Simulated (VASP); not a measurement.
Band structure of WTe (relaxed from the rock salt structure, space group Fm-3m). Level of theory: PBEsol GGA, VASP's PBE PAW potentials (set 64) (plane waves; VASP).

Unless said otherwise, spin-orbit coupling is left out, though it shifts the bands of the heavy elements here.

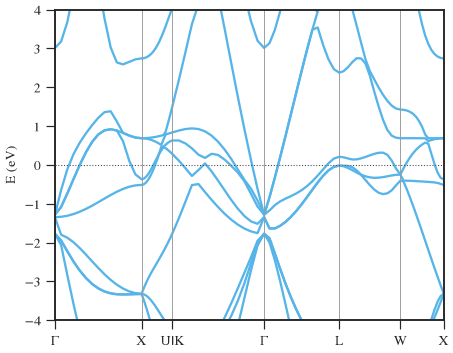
*Bands along high-symmetry lines, zero at the valence-band maximum or, without a gap, the Fermi level*

Q: Read the plot: is there a gap, and where are the band edges?

A: It has no gap at this level: it comes out as a metal or semimetal. (Edges off the drawn lines would not show.)

The structure was generated: WTe was put into the rock salt type (Fm-3m), which need not be its known phase. It was relaxed first, which changed the volume by -38 %.
